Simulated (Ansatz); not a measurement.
# CH₇AsO₂Si: what the fields show

The calculation's input:

```
crystal:
  periodic: [false, false, false]
  atoms:
    - { symbol: C, position_ang: [-1.5408, -1.263, 0.3961] }
    - { symbol: O, position_ang: [-0.8776, -0.7331, -0.7185] }
    - { symbol: As, position_ang: [0.8804, -1.0669, -0.4055] }
    - { symbol: Si, position_ang: [1.4727, 1.2057, -0.2265] }
    - { symbol: O, position_ang: [0.7762, 1.7998, 1.2361] }
    - { symbol: H, position_ang: [-1.4503, -2.3003, 0.4889] }
    - { symbol: H, position_ang: [-1.2579, -0.6926, 1.3209] }
    - { symbol: H, position_ang: [-2.6307, -1.0073, 0.2151] }
    - { symbol: H, position_ang: [1.2602, -1.0653, -1.8748] }
    - { symbol: H, position_ang: [0.7886, 1.9135, -1.328] }
    - { symbol: H, position_ang: [2.8461, 1.3856, -0.2338] }
    - { symbol: H, position_ang: [1.0679, 1.24507, 1.97551] }
basis:
  gaussian: { orbitals: def2-SVP }
hamiltonian:
  xc: hf
relax:
  f_tol: 0.015
  max_steps: 40
output:
  orbitals: {}
```

Run with:

```sh
ansatz run input.yaml --threads 2 --pin off --max-ram 3072MiB --backend cpu --events-out ev --progress --plain --runs-dir out
```

The fields are those of the relaxed geometry.

Computed with Ansatz 0.2.0, RHF/def2-SVP.

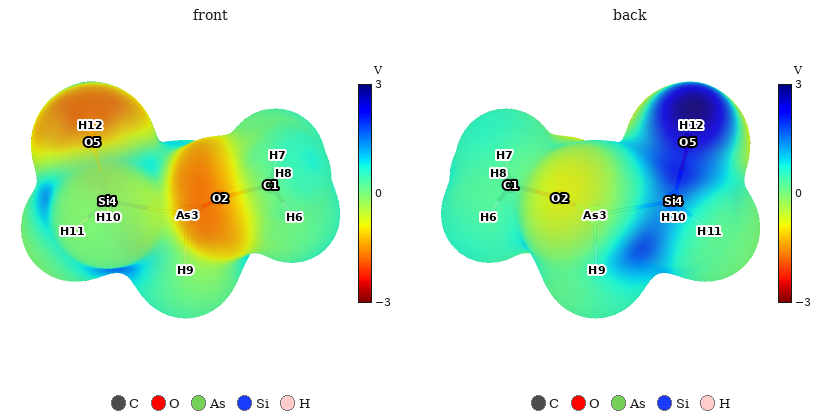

Figure 1. The molecular electrostatic potential painted on the density surface at 0.002 e/bohr³, seen from the front and from behind; the colour scale runs from red (negative) to blue (positive).

Question: Which sites attract a positive test charge, and which a negative one?

Answer: A positive charge is drawn to the negative regions and a negative charge to the positive ones. The most negative region (about −1.7 V) lies over O2, the most positive (about +2.8 V) over H12. O2 is the likeliest acceptor of a hydrogen bond.

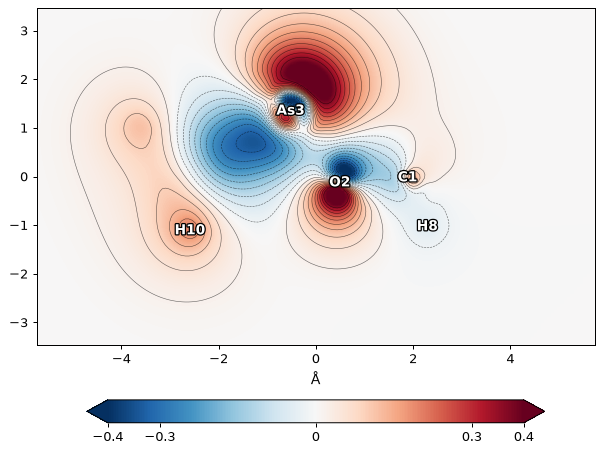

Figure 2. The HOMO on the plane of atoms C1, O2 and As3 (values in Å⁻³ᐟ²; the overall sign is arbitrary).

Question: What is the character of this orbital?

Answer: It lies mainly on As3 (about 65 %), Si4 (about 15 %) and O2 (about 10 %). Its energy is −9.34 eV.

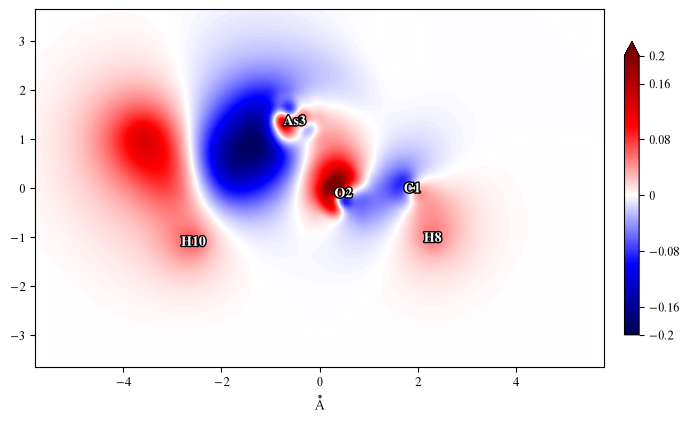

Figure 3. The HOMO−1 on the plane of atoms O2, C1 and H8 (values in Å⁻³ᐟ²; the overall sign is arbitrary).

Question: What is the character of this orbital?

Answer: By Hirshfeld shares it lies mainly on As3 (about 30 %), O2 (about 30 %), H9 (about 15 %) and Si4 (about 10 %). Its energy is −11.04 eV.
